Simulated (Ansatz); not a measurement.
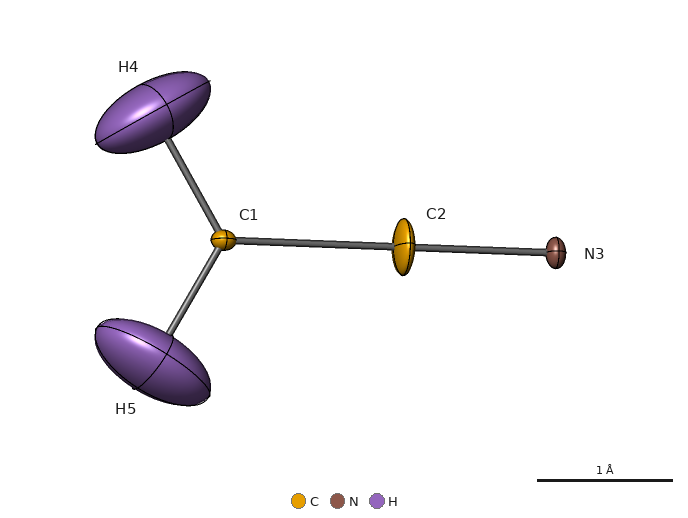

Displacement ellipsoids at the 50 % level, enlarged 2 times, from the internal vibrations of the free molecule (harmonic, no overall translation or rotation; no half-axis is drawn under 0.075 Å). Charge 0, doublet. Vibrations computed with UKS PBE0-D4/def2-TZVP (Ansatz 0.2.0). Temperature: 600 K.

### Which atom moves most?

H4, H5, with U_eq = 0.0161 Å².

### Does H5 move more along its bond or across it?

Across it: the root-mean-square amplitude is 0.073 Å along the bond and up to 0.158 Å across, since bending and torsion are softer than stretching.

List U_eq and the three principal root-mean-square amplitudes for each kind of atom.

| atom | U_eq (Å²) | rms amplitudes (Å) |
| --- | --- | --- |
| C1 | 0.00082 | 0.022, 0.030, 0.033 |
| C2 | 0.0032 | 0.023, 0.067, 0.068 |
| N3 | 0.0010 | 0.024, 0.033, 0.038 |
| H4, H5 | 0.0161 | 0.073, 0.134, 0.158 |
